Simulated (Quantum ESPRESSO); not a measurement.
## CdF2 (Fm-3m): from Born charge to LO-TO splitting

Wanted: the LO mode of CdF2 (Fm-3m) from the TO mode and the field response.

Calculated with Quantum ESPRESSO 7.5; DFT LDA, scalar-relativistic, plane waves, PseudoDojo norm-conserving pseudopotentials.

### 1. The relaxed structure

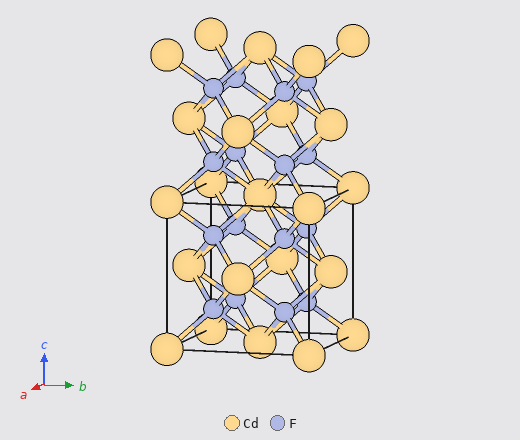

Start, viewed slightly off an axis; cadmium orange, fluorine light blue. 1×1×2 cells are drawn. This picture shows the conventional cell, with its axes. Some periodic images of atoms are drawn too.

As a file:

```cif
data_structure
_symmetry_space_group_name_H-M 'Fm-3m'
_symmetry_Int_Tables_number 225
_cell_length_a 5.2980
_cell_length_b 5.2980
_cell_length_c 5.2980
_cell_angle_alpha 90.000
_cell_angle_beta 90.000
_cell_angle_gamma 90.000
_cell_volume 148.71
loop_
_atom_site_label
_atom_site_type_symbol
_atom_site_symmetry_multiplicity
_atom_site_Wyckoff_symbol
_atom_site_fract_x
_atom_site_fract_y
_atom_site_fract_z
_atom_site_occupancy
Cd1 Cd 4 a 0.00000 0.00000 0.00000 1
F1 F 8 c 0.75000 0.25000 0.75000 1
```

This is the cell after its relaxation at this level of theory, not the database cell from which that began.

### 2. What the response run gave

A linear-response run on the relaxed cell, with the response to an electric field; only its zone-centre results are used. Cutoff 112 Ry, k mesh 8×8×8.

The program printed:

```text
[banners, grids, parts of the stress and lines that vanish by symmetry left out]
Program PHONON v.7.5
     Reading xml data from directory:

[...]
Exchange-correlation= PW
                           (   1   4   0   0   0   0   0)
[...]
kinetic-energy cut-off    =     112.0000  Ry
     charge density cut-off    =     448.0000  Ry
     convergence threshold     =      1.0E-18
[...]
Exchange-correlation= PW
                           (   1   4   0   0   0   0   0)
[...]
q = (   0.0000000   0.0000000   0.0000000 )
     49 Sym.Ops. (with q -> -q+G )
     G cutoff = 1137.4563  (  39957 G-vectors)     FFT grid: ( 48, 48, 48)
     number of k points=    29
[...]
Mode symmetry, O_h (m-3m)  point group:
[...]
Dielectric constant
[...]
End of electric fields calculation
          Dielectric constant in cartesian axis
          (       2.916618647      -0.000000000       0.000000000 )
          (      -0.000000000       2.916618647       0.000000000 )
          (       0.000000000       0.000000000       2.916618647 )
          Effective charges (d Force / dE) in cartesian axis without acoustic sum rule applied (asr)
           atom    1  Cd    Mean Z*:        2.45250
      Ex  (        2.45250       -0.00000        0.00000 )
      Ey  (       -0.00000        2.45250       -0.00000 )
      Ez  (       -0.00000       -0.00000        2.45250 )
           atom    2  F     Mean Z*:       -1.22590
      Ex  (       -1.22590        0.00000       -0.00000 )
      Ey  (        0.00000       -1.22590       -0.00000 )
      Ez  (       -0.00000       -0.00000       -1.22590 )
           atom    3  F     Mean Z*:       -1.22590
      Ex  (       -1.22590        0.00000        0.00000 )
      Ey  (       -0.00000       -1.22590        0.00000 )
      Ez  (        0.00000        0.00000       -1.22590 )
          Effective charges Sum: Mean:        0.00070
[...]
Effective charges (d Force / dE) in cartesian axis with asr applied:
           atom    1  Cd    Mean Z*:        2.45227
[...]
atom    2  F     Mean Z*:       -1.22614
[...]
atom    3  F     Mean Z*:       -1.22614
[...]
Representation #   1 modes #   1   2   3
[...]
End of self-consistent calculation
     Convergence has been achieved
     Representation #   2 modes #   4   5   6
[...]
End of self-consistent calculation
     Convergence has been achieved
     Representation #   3 modes #   7   8   9
[...]
End of self-consistent calculation
     Convergence has been achieved
[...]
Dielectric constant in cartesian axis
          (       2.916618647      -0.000000000       0.000000000 )
          (      -0.000000000       2.916618647       0.000000000 )
          (       0.000000000       0.000000000       2.916618647 )
          Effective charges (d Force / dE) in cartesian axis without acoustic sum rule applied (asr)
           atom    1  Cd    Mean Z*:        2.45250
      Ex  (        2.45250       -0.00000        0.00000 )
      Ey  (       -0.00000        2.45250       -0.00000 )
      Ez  (       -0.00000       -0.00000        2.45250 )
           atom    2  F     Mean Z*:       -1.22590
      Ex  (       -1.22590        0.00000       -0.00000 )
      Ey  (        0.00000       -1.22590       -0.00000 )
      Ez  (       -0.00000       -0.00000       -1.22590 )
           atom    3  F     Mean Z*:       -1.22590
      Ex  (       -1.22590        0.00000        0.00000 )
      Ey  (       -0.00000       -1.22590        0.00000 )
      Ez  (        0.00000        0.00000       -1.22590 )
          Effective charges Sum: Mean:        0.00070
[...]
Effective charges (d Force / dE) in cartesian axis with asr applied:
           atom    1  Cd    Mean Z*:        2.45227
[...]
atom    2  F     Mean Z*:       -1.22614
[...]
atom    3  F     Mean Z*:       -1.22614
[...]
q = (    0.000000000   0.000000000   0.000000000 )
[...]
freq (    1) =      -0.068139 [THz] =      -2.272863 [cm-1]
     freq (    2) =      -0.068139 [THz] =      -2.272863 [cm-1]
     freq (    3) =      -0.068139 [THz] =      -2.272863 [cm-1]
     freq (    4) =       7.142475 [THz] =     238.247321 [cm-1]
     freq (    5) =       7.142475 [THz] =     238.247321 [cm-1]
     freq (    6) =       7.142475 [THz] =     238.247321 [cm-1]
     freq (    7) =       9.555448 [THz] =     318.735439 [cm-1]
     freq (    8) =       9.555448 [THz] =     318.735439 [cm-1]
     freq (    9) =       9.555448 [THz] =     318.735439 [cm-1]
[...]
Mode symmetry, O_h (m-3m)  point group:
     freq (   1-   3) =         -2.3  [cm-1]   --> T_1u G_15  G_4- I
     freq (   4-   6) =        238.2  [cm-1]   --> T_1u G_15  G_4- I
     freq (   7-   9) =        318.7  [cm-1]   --> T_2g G_25' G_5+ R

   JOB DONE.
```

```
                       quantity    value
             cell volume Ω (Å³)   37.176
                 mass of Cd (u)  112.414
                  mass of F (u)   18.998
     Born charge of Cd, raw (e)    2.453
      Born charge of F, raw (e)   -1.226
                             ε∞    2.917
ω(TO) after the sum rule (cm⁻¹)    238.3
```

### 3. The calculation

The charges must sum to zero over the cell; taking off their mean, 0.000 e, leaves Z* = 2.452 e on Cd. In the polar mode Cd moves against the two F, so the reduced mass is μ = 112.41 × 38.00 / 150.41 = 28.398 u.

A longitudinal wave builds up a field that adds to the restoring force: ω(LO)² = ω(TO)² + 4π Z*² / (μ Ω ε∞), in Hartree atomic units. With μ = 51766 electron masses and Ω = 250.88 bohr³ the second term is 1.9951e-06 Ha², or 96100 cm⁻² (1 Ha = 219474.6 cm⁻¹).

So ω(LO) = √(56773 + 96100) = 391.0 cm⁻¹, and by the Lyddane-Sachs-Teller relation ε₀ = ε∞ (ω(LO)/ω(TO))² = 7.85.

### 4. Check against the program

The analysis program adds the same non-analytic term to the full matrix, here for q along (1 0 0).

The program printed:

```text
[banners, grids, parts of the stress and lines that vanish by symmetry left out]
[banner, memory and clock lines left out]
Program DYNMAT v.7.5

     Reading Dynamical Matrix from file g.dyn
     ...Force constants read
     ...epsilon and Z* read

     Polarizability (A^3 units)
     multiply by 0.610175 for Clausius-Mossotti correction
         5.670142   -0.000000    0.000000
        -0.000000    5.670142    0.000000
         0.000000    0.000000    5.670142

     IR activities are in (D/A)^2/amu units

# mode   [cm-1]    [THz]      IR
    1     -0.00   -0.0000    0.0000
    2     -0.00   -0.0000    0.0000
[...]
8    318.75    9.5560    0.0000
    9    390.99   11.7215    4.8856

[end of the log left out, with the tail of the file of modes that dynmat.x writes under the same name]
```

ε₀ comes from the program's run without a direction of q.

```
    quantity  by hand  program
ω(LO) (cm⁻¹)    391.0    391.0
          ε₀     7.85     7.85
```

### 5. Outcome

```
TO mode                    : 238.3 cm⁻¹
LO mode                    : 391.0 cm⁻¹
static dielectric constant : 7.854
```

What this shows: The LO mode of CdF2 (Fm-3m) lies at 391 cm⁻¹, 153 cm⁻¹ above the TO mode; the formula meets the program within 0.1 cm⁻¹, as it must for a cubic crystal with one polar mode. ω(LO)² − ω(TO)² goes with Z*²/ε∞: an error of 5 % in ε∞ would move the LO mode by 5.9 cm⁻¹, and semilocal functionals tend to overestimate ε∞. These are harmonic values at zero temperature, at the volume of this functional, for the structure held cubic; stability elsewhere in the zone is no part of this calculation.

[Host names and launcher messages were left out of these logs when they were recorded.]

[Logs are printed without paths, hosts, clocks, repeated set-up lines and the standing remarks that a program may print on its own settings, such as how far it seeks lower states.]

[Hosts, paths, dates, database ids (printed as entryN), source tags and the programs' standing remarks are cut or masked in the printed files.]
